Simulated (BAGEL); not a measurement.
# singlet [SiNHF3]+: levels of theory compared

Wanted: a comparison of 5 runs (HF/STO-3G, HF/3-21G, B3LYP/6-31G*, PBE0/6-31G*, RI-MP2/6-31G*) of singlet [SiNHF3]+. 

The results are computed with BAGEL 1.2.2.

### Step 1. The structure to begin with

[SiNHF3]+: 6 atoms, total charge +1, spin state singlet. As SMILES of the parent species, `[NH][Si](F)(F)F`. The shape is that of a PBE0-D4/def2-TZVP optimisation. That shape belongs to the parent species and isn't relaxed for this state.

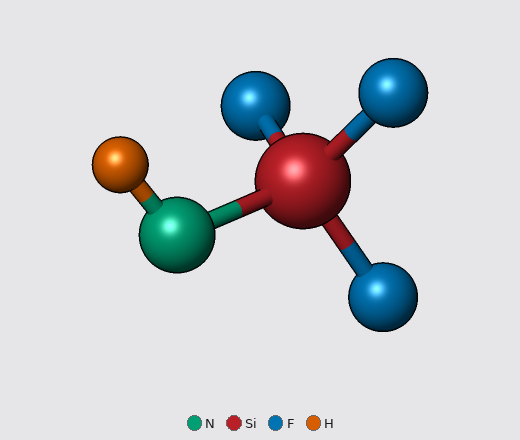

The structure, seen from a chosen angle (nitrogen teal, silicon red, fluorine blue, hydrogen orange).

### Step 2. A single-point energy at HF/STO-3G (density fitting with qzvpp-jkfit) (run 1)

job.json reads:

```json
{ "bagel": [

{
  "title": "molecule",
  "basis": "sto-3g",
  "df_basis": "qzvpp-jkfit",
  "angstrom": "true",
  "geometry": [
    { "atom": "N", "xyz": [   -0.974500,    0.604600,    0.713900 ] },
    { "atom": "Si", "xyz": [    0.193600,   -0.089600,   -0.346100 ] },
    { "atom": "F", "xyz": [   -0.087100,    0.387600,   -1.812600 ] },
    { "atom": "F", "xyz": [    0.123100,   -1.661400,   -0.330200 ] },
    { "atom": "F", "xyz": [    1.652300,    0.359600,    0.035600 ] },
    { "atom": "H", "xyz": [   -0.865300,    0.335400,    1.693200 ] }
  ]
},
{
  "title": "hf",
  "charge": 1
},
{
  "title": "print",
  "file": "orbitals.molden",
  "orbitals": "true"
}

]}
```

Command:

```sh
BAGEL_NUM_THREADS=1 BAGEL job.json > job.out
```

The log of the run:

```text
* using 1 threads per process

  ===============================================================
  ===============================================================

  *** Geometry ***

  { "atom" : "N", "xyz" : [     -1.841538,      1.142528,      1.349075 ] },
  { "atom" : "Si", "xyz" : [      0.365851,     -0.169319,     -0.654034 ] },
  { "atom" : "F", "xyz" : [     -0.164595,      0.732458,     -3.425318 ] },
  { "atom" : "F", "xyz" : [      0.232625,     -3.139591,     -0.623988 ] },
  { "atom" : "F", "xyz" : [      3.122394,      0.679546,      0.067274 ] },
  { "atom" : "H", "xyz" : [     -1.635180,      0.633814,      3.199684 ] },

  Number of auxiliary basis functions:      454

  Since a DF basis is specified, we compute 2- and 3-index integrals:
    o Being stored without compression. Storage requirement is 0.003 GB

  Number of basis functions:       30
  Number of electrons      :       49

    * METHOD: MOLECULE                             0.15

  *** RHF ***

  === Nuclear Repulsion ===
   256.0649533194

      * DIIS with orbital gradients will be used.

  === RHF iteration (sto-3g) ===
      0       -633.49566069          0.02341112           0.02
      1       -633.69160269          0.00697964           0.02
      2       -633.70794772          0.00166019           0.02
      3       -633.70996500          0.00044231           0.02
      4       -633.71011539          0.00011586           0.02
      5       -633.71012727          0.00003569           0.02
      6       -633.71012849          0.00001296           0.02
      7       -633.71012866          0.00000222           0.02
      8       -633.71012867          0.00000067           0.02
      9       -633.71012867          0.00000033           0.02
     10       -633.71012867          0.00000024           0.02
     11       -633.71012867          0.00000021           0.02
     12       -633.71012867          0.00000016           0.02
     13       -633.71012867          0.00000006           0.02
     14       -633.71012867          0.00000001           0.02
     15       -633.71012867          0.00000001           0.02
    * SCF iteration converged.

    * Permanent dipole moment:
           (    1.270642,    -0.562388,    -2.176626) a.u.

    * METHOD: HF                                   0.44

    * METHOD: PRINT                                0.00

  ===============================================================
```

It took 0.74 s on 1 thread of Arm Neoverse V1, shared host.

### Step 3. The energy at HF/3-21G (density fitting with qzvpp-jkfit) (run 2)

hf.json reads:

```json
{ "bagel": [

{
  "title": "molecule",
  "basis": "3-21g",
  "df_basis": "qzvpp-jkfit",
  "angstrom": true,
  "geometry": [
    { "atom": "N", "xyz": [      -0.974500,       0.604600,       0.713900 ] },
    { "atom": "Si", "xyz": [       0.193600,      -0.089600,      -0.346100 ] },
    { "atom": "F", "xyz": [      -0.087100,       0.387600,      -1.812600 ] },
    { "atom": "F", "xyz": [       0.123100,      -1.661400,      -0.330200 ] },
    { "atom": "F", "xyz": [       1.652300,       0.359600,       0.035600 ] },
    { "atom": "H", "xyz": [      -0.865300,       0.335400,       1.693200 ] }
  ]
},

{ "title": "hf", "charge": 1 },

{ "title": "print", "file": "orbitals.molden", "orbitals": true }

]}
```

Command:

```sh
BAGEL_NUM_THREADS=1 BAGEL hf.json > hf.out
```

The log of the run:

```text
* using 1 threads per process

  ===============================================================
  ===============================================================

  *** Geometry ***

  { "atom" : "N", "xyz" : [     -1.841538,      1.142528,      1.349075 ] },
  { "atom" : "Si", "xyz" : [      0.365851,     -0.169319,     -0.654034 ] },
  { "atom" : "F", "xyz" : [     -0.164595,      0.732458,     -3.425318 ] },
  { "atom" : "F", "xyz" : [      0.232625,     -3.139591,     -0.623988 ] },
  { "atom" : "F", "xyz" : [      3.122394,      0.679546,      0.067274 ] },
  { "atom" : "H", "xyz" : [     -1.635180,      0.633814,      3.199684 ] },

  Number of auxiliary basis functions:      454

  Since a DF basis is specified, we compute 2- and 3-index integrals:
    o Being stored without compression. Storage requirement is 0.009 GB

  Number of basis functions:       51
  Number of electrons      :       49

    * METHOD: MOLECULE                             0.15

  *** RHF ***

  === Nuclear Repulsion ===
   256.0649533194

      * DIIS with orbital gradients will be used.

  === RHF iteration (3-21g) ===
      0       -638.26813814          0.03270066           0.04
      1       -638.45280764          0.01974099           0.04
      2       -638.52192873          0.00139792           0.04
      3       -638.52300037          0.00040294           0.04
      4       -638.52308737          0.00016784           0.04
      5       -638.52310067          0.00004114           0.04
      6       -638.52310138          0.00001220           0.04
      7       -638.52310145          0.00000311           0.04
      8       -638.52310146          0.00000081           0.04
      9       -638.52310146          0.00000035           0.04
     10       -638.52310146          0.00000023           0.04
     11       -638.52310146          0.00000020           0.04
     12       -638.52310146          0.00000016           0.04
     13       -638.52310146          0.00000011           0.04
     14       -638.52310146          0.00000004           0.04
     15       -638.52310146          0.00000001           0.04
     16       -638.52310146          0.00000000           0.04
    * SCF iteration converged.

    * Permanent dipole moment:
           (    1.652849,    -0.755377,    -2.696324) a.u.

    * METHOD: HF                                   0.79

    * METHOD: PRINT                                0.01

  ===============================================================
```

Run time: 1.1 s. Hardware: 1 thread of Arm Neoverse V1, shared host.

### Step 4. A single-point energy at B3LYP/6-31G(d) (density fitting with qzvpp-jkfit, spherical functions) (run 3)

dft.json reads:

```json
{ "bagel": [

{
  "title": "molecule",
  "basis": "6-31gs.json",
  "df_basis": "qzvpp-jkfit",
  "angstrom": "true",
  "geometry": [
    { "atom": "N", "xyz": [   -0.974500,    0.604600,    0.713900 ] },
    { "atom": "Si", "xyz": [    0.193600,   -0.089600,   -0.346100 ] },
    { "atom": "F", "xyz": [   -0.087100,    0.387600,   -1.812600 ] },
    { "atom": "F", "xyz": [    0.123100,   -1.661400,   -0.330200 ] },
    { "atom": "F", "xyz": [    1.652300,    0.359600,    0.035600 ] },
    { "atom": "H", "xyz": [   -0.865300,    0.335400,    1.693200 ] }
  ]
},
{ "title": "ks", "xc_func": "b3lyp", "charge": 1 },
{ "title": "print", "file": "orbitals.molden", "orbitals": "true" }

]}
```

The basis set 6-31G* is read from a file made from the Basis Set Exchange's data (not shown).

Command:

```sh
BAGEL_NUM_THREADS=1 BAGEL dft.json > dft.out
```

The log of the run:

```text
* using 1 threads per process

  ===============================================================
  ===============================================================

  *** Geometry ***

  { "atom" : "N", "xyz" : [     -1.841538,      1.142528,      1.349075 ] },
  { "atom" : "Si", "xyz" : [      0.365851,     -0.169319,     -0.654034 ] },
  { "atom" : "F", "xyz" : [     -0.164595,      0.732458,     -3.425318 ] },
  { "atom" : "F", "xyz" : [      0.232625,     -3.139591,     -0.623988 ] },
  { "atom" : "F", "xyz" : [      3.122394,      0.679546,      0.067274 ] },
  { "atom" : "H", "xyz" : [     -1.635180,      0.633814,      3.199684 ] },

  Number of auxiliary basis functions:      454

  Since a DF basis is specified, we compute 2- and 3-index integrals:
    o Being stored without compression. Storage requirement is 0.021 GB

  Number of basis functions:       76
  Number of electrons      :       49

    * METHOD: MOLECULE                             0.21

  *** Kohn-Sham DFT ***

    * Removing 10762 points whose weight is below 1.00e-10
    * Grid points: 78674

  === Nuclear Repulsion ===
   256.0649533194

       - DIIS with orbital gradients will be used.

  === KS iteration (b3lyp / 6-31gs.json) ===
      0       -608.08060318          0.13417929           0.30
      1       -476.99125010          0.20344687           0.29
      2       -559.05009233          0.14550632           0.29
      3       -642.13419110          0.05093152           0.29
      4       -634.22332069          0.10674339           0.29
      5       -640.29196718          0.07616843           0.29
      6       -641.61032242          0.06010893           0.29
      7       -637.78334275          0.10728980           0.29
      8       -643.70149301          0.02755517           0.29
      9       -643.88345118          0.01621320           0.29
[... 16 lines of this table left out ...]
     26       -644.02155867          0.00000003           0.29
     27       -644.02155867          0.00000001           0.29
     28       -644.02155867          0.00000001           0.29
     29       -644.02155867          0.00000000           0.29
    * SCF iteration converged.

    * Permanent dipole moment:
           (    1.077433,    -0.454483,    -1.978180) a.u.

    * METHOD: KS                                   9.05

    * METHOD: PRINT                                0.01

  ===============================================================
```

Run time: 9.6 s. Hardware: 1 thread of Arm Neoverse V1, shared host; peak memory 0.32 GiB.

Run 4 isn't shown in full; the table further down has it.

### Step 5. A single-point energy at RI-MP2/6-31G(d) (density fitting with qzvpp-jkfit, spherical functions) (run 5)

input.json reads:

```json
{ "bagel" : [

{
  "title" : "molecule",
  "basis" : "6-31gs.json",
  "df_basis" : "qzvpp-jkfit",
  "angstrom" : "true",
  "geometry" : [
    { "atom" : "N", "xyz" : [      -0.974500,       0.604600,       0.713900 ] },
    { "atom" : "Si", "xyz" : [       0.193600,      -0.089600,      -0.346100 ] },
    { "atom" : "F", "xyz" : [      -0.087100,       0.387600,      -1.812600 ] },
    { "atom" : "F", "xyz" : [       0.123100,      -1.661400,      -0.330200 ] },
    { "atom" : "F", "xyz" : [       1.652300,       0.359600,       0.035600 ] },
    { "atom" : "H", "xyz" : [      -0.865300,       0.335400,       1.693200 ] }
  ]
},

{ "title" : "hf", "charge" : 1 },

{ "title" : "mp2", "charge" : 1, "ncore" : 9 }

]}
```

The basis set 6-31G* is read from a file made from the Basis Set Exchange's data (not shown).

Command:

```sh
BAGEL_NUM_THREADS=1 BAGEL input.json > input.out
```

The log of the run:

```text
* using 1 threads per process

  ===============================================================
  ===============================================================

  *** Geometry ***

  { "atom" : "N", "xyz" : [     -1.841538,      1.142528,      1.349075 ] },
  { "atom" : "Si", "xyz" : [      0.365851,     -0.169319,     -0.654034 ] },
  { "atom" : "F", "xyz" : [     -0.164595,      0.732458,     -3.425318 ] },
  { "atom" : "F", "xyz" : [      0.232625,     -3.139591,     -0.623988 ] },
  { "atom" : "F", "xyz" : [      3.122394,      0.679546,      0.067274 ] },
  { "atom" : "H", "xyz" : [     -1.635180,      0.633814,      3.199684 ] },

  Number of auxiliary basis functions:      454

  Since a DF basis is specified, we compute 2- and 3-index integrals:
    o Being stored without compression. Storage requirement is 0.021 GB

  Number of basis functions:       76
  Number of electrons      :       49

    * METHOD: MOLECULE                             0.21

  *** RHF ***

  === Nuclear Repulsion ===
   256.0649533194

      * DIIS with orbital gradients will be used.

  === RHF iteration (6-31gs.json) ===
      0       -641.64792220          0.02782485           0.07
      1       -641.84728009          0.01794789           0.06
      2       -641.97019567          0.00133432           0.06
      3       -641.97147014          0.00030055           0.06
      4       -641.97154995          0.00012131           0.06
      5       -641.97156100          0.00003838           0.06
      6       -641.97156252          0.00001032           0.07
      7       -641.97156265          0.00000235           0.06
      8       -641.97156265          0.00000077           0.06
      9       -641.97156265          0.00000037           0.07
     10       -641.97156265          0.00000013           0.07
     11       -641.97156265          0.00000008           0.07
     12       -641.97156265          0.00000007           0.07
     13       -641.97156265          0.00000006           0.06
     14       -641.97156265          0.00000004           0.06
     15       -641.97156265          0.00000002           0.06
     16       -641.97156265          0.00000001           0.06
    * SCF iteration converged.

    * Permanent dipole moment:
           (    1.634574,    -0.779076,    -2.499440) a.u.

    * METHOD: HF                                   1.26

  *** RHF ***

  === Nuclear Repulsion ===
   256.0649533194

      * DIIS with orbital gradients will be used.

  === RHF iteration (6-31gs.json) ===
      0       -641.97156265          0.00000001           0.06
    * SCF iteration converged.

    * Permanent dipole moment:
           (    1.634574,    -0.779076,    -2.499440) a.u.

  === DF-MP2 calculation ===

    * freezing 9 orbitals
    * 3-index integral transformation done
    * assembly done

      MP2 correlation energy:   -0.7021435183      0.04

      MP2 total energy:       -642.6737061698

    * METHOD: MP2                                  0.18

  ===============================================================
```

It took 1.8 s on 1 thread of Arm Neoverse V1, shared host; peak memory 0.1 GiB.

### Step 6. All runs side by side

```tsv
run	level	frozen core orbitals	energy (Eh)	HOMO energy (eV)	LUMO energy (eV)	HOMO–LUMO gap (eV)	wall time
1	HF/STO-3G (density fitting with qzvpp-jkfit)	–	-633.710129	-18.49	-7.92	10.57	0.74 s
2	HF/3-21G (density fitting with qzvpp-jkfit)	–	-638.523101	-23.44	-11.24	12.20	1.1 s
3	B3LYP/6-31G* (density fitting with qzvpp-jkfit, spherical functions)	–	-644.021559	-17.94	-15.87	2.07	9.6 s
4	PBE0/6-31G* (density fitting with qzvpp-jkfit, spherical functions)	–	-643.534302	-18.26	-15.76	2.50	9.6 s
5	RI-MP2/6-31G* (density fitting with qzvpp-jkfit, spherical functions)	9	-642.673706	–	–	–	1.8 s
```

### Step 7. What came out

```
                                          quantity          value
                               run 5: total energy  -642.67371 Eh
run 5: correlation energy (9 core orbitals frozen)     -702.1 mEh
```

Over runs 1, 2, 3, 4 the HOMO–LUMO gap runs from 2.07 eV (B3LYP/6-31G*) to 12.20 eV (HF/3-21G). The two ends differ in method and basis. Totals of different functionals can't be ranked against each other. In run 1 the basis is minimal, so the values are rough. All runs together took 23 s, the longest 9.6 s.
